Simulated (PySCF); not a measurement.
**C4H5, doublet, SMILES `[CH]=C1CC1`: what the electrons do**

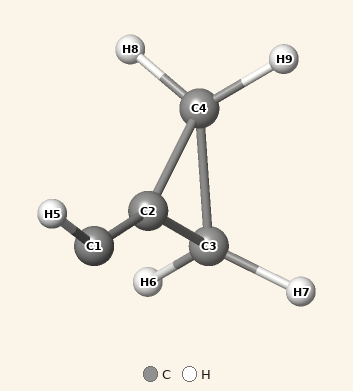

The molecule, with its atoms numbered as below. No frequency check shows the geometry to be a minimum.

Cartesian coordinates (Å):

```
C1      -1.6770   -0.1042   -0.0000
C2      -0.4176   -0.0297    0.0000
C3       0.8893   -0.7303    0.0000
C4       0.8688    0.7688   -0.0000
H5      -2.5709    0.4645    0.0001
H6       1.1798   -1.2420   -0.9070
H7       1.1798   -1.2421    0.9068
H8       1.1152    1.2963   -0.9095
H9       1.1152    1.2961    0.9097
```

Part 1: Bonding charge

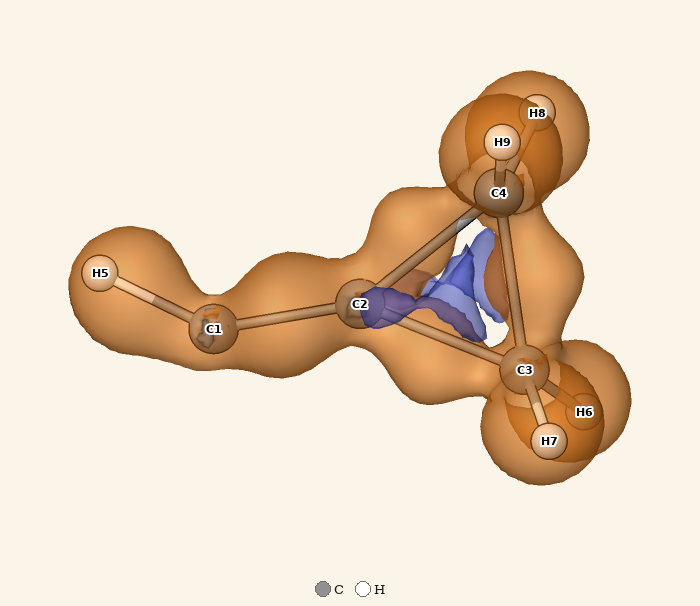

Deformation density (molecule less spherical, spin-averaged free atoms at the same positions), surfaces at ±0.14 e/Å³; orange: gain, blue: loss.

PySCF calculation, ωB97X/def2-SVPD, gas phase; geometry: GFN2-xTB. The stability of the open-shell solution wasn't checked. GFN2-xTB doesn't know the spin state, so this open-shell geometry is rough.

Q: Describe the bonding that the map shows.

A: C1–C2: +0.75 e/Å³ at the bond critical point (bond length 1.26 Å). C1–H5: +0.75 e/Å³ at the bond critical point (bond length 1.06 Å). C4–H8 and C4–H9: +0.72 e/Å³ at the bond critical point (bond length 1.08 Å). C3–H7 and C3–H6: +0.71 e/Å³ at the bond critical point (bond length 1.08 Å). C3–C4: +0.35 e/Å³ at the bond critical point (bond length 1.50 Å). C2–C3: +0.34 e/Å³ at the bond critical point (bond length 1.48 Å). C2–C4: +0.28 e/Å³ at the bond critical point (bond length 1.51 Å). In all, 2.0 electrons gather in the regions of gain relative to the promolecule.

Q: Where do the Hirshfeld charges lie?

A: The highest Hirshfeld charge is on H5 (+0.06 e), the lowest on C1 (−0.10 e).

| atom | charge (e) |
| --- | --- |
| C1 | −0.10 |
| C2 | −0.03 |
| C3 | −0.07 |
| C4 | −0.07 |
| H5 | +0.06 |
| H6 | +0.06 |
| H7 | +0.06 |
| H8 | +0.05 |
| H9 | +0.05 |

Part 2: Bond critical points

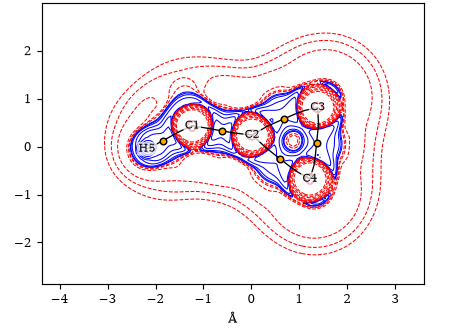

Negative Laplacian of the density (−∇²ρ) in the plane of C1, C2, C3, C4 and H5 (solid blue lines positive, dashed red lines negative, contours at ±0.02 to ±8 a.u.), with bond paths and bond critical points (dots).

Q: At which bond critical points in this plane is charge locally concentrated, and at which depleted?

A: Concentrated (∇²ρ < 0): C1–C2 (−1.00 a.u.); C1–H5 (−1.16 a.u.); C2–C3 (−0.45 a.u.); C3–C4 (−0.45 a.u.); C2–C4 (−0.36 a.u.). At none is it depleted.

Q: Where along C1–H5 does the critical point lie?

A: 0.68 Å from C1 and 0.38 Å from H5.

Part 3: Electrostatic potential

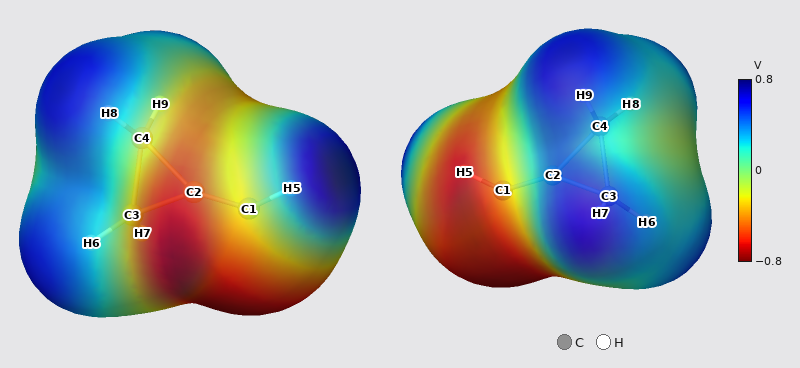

Electrostatic potential on the surface of electron density 0.001 a.u. (back view left, front view right).

Q: Where are the extremes of the potential on the surface?

A: Highest: 0.80 V, 1.3 Å from H5. Further maxima include 0.67 V, 1.3 Å from H8, and at like points elsewhere; 0.63 V, 1.3 Å from H6, and at like points elsewhere. Lowest: −0.78 V, 2.0 Å from C1. Further minima include −0.13 V, off the C3–C4 bond (2.0 to 2.1 Å from its atoms). The surface is sampled at points, so like sites can differ by a few per cent and only the strongest of them is named.

Part 4: Spin density

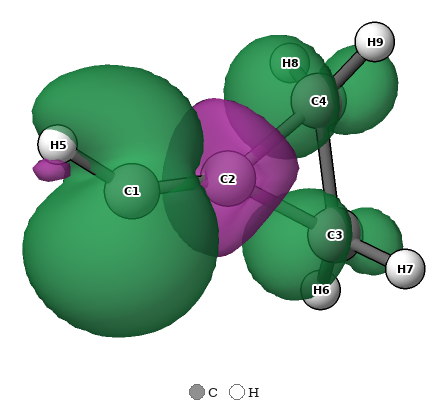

Spin density ρα − ρβ at ±0.02 e/Å³ (green: excess α, purple: excess β).

Q: Where is the unpaired spin?

A: Hirshfeld spin populations: C1 +0.74, C4 +0.10, H5 +0.07 and C3 +0.07. ⟨S²⟩ = 0.77, against 0.75 for a pure state. The picture also shows regions of β spin from spin polarisation; the Hirshfeld sums, whose atoms overlap, net them against the α spin of neighbours.

Part 5: In an electric field

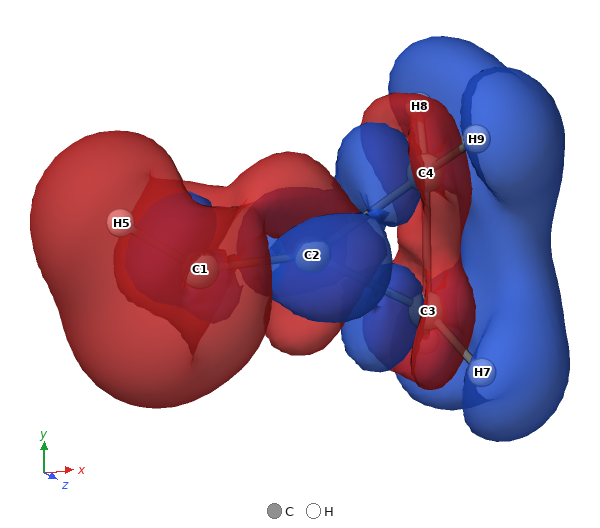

Change of the electron density in a uniform field of 0.26 V/Å, surfaces at ±0.0015 e/Å³ (red: gain, blue: loss).

PySCF calculation, PBE0/6-311+G**, gas phase; geometry: GFN2-xTB. The basis has diffuse s and p functions alone, which still leaves polarisabilities too small, most of all across bonds. The stability of the open-shell solution wasn't checked. GFN2-xTB doesn't know the spin state, so this open-shell geometry is rough.

Q: Along which Cartesian direction does the field point?

A: Along +x: electrons gather on the −x side, against the field.

Q: How large is the response?

A: The induced dipole is 0.82 D (along the field); α along this axis, from the fields in both directions, is 64 bohr³ (9.6 Å³).

Q: Which atoms gain and lose the most charge?

A: Electrons gather most on C1 (Hirshfeld charge changes by −0.026 e) and leave C4 most (+0.008 e); 0.065 electrons are displaced in all.

The PySCF runs shown took 12 s and 24 s on 1 thread of Intel(R) Xeon(R) 6975P-C (Granite Rapids), with other jobs on the host.
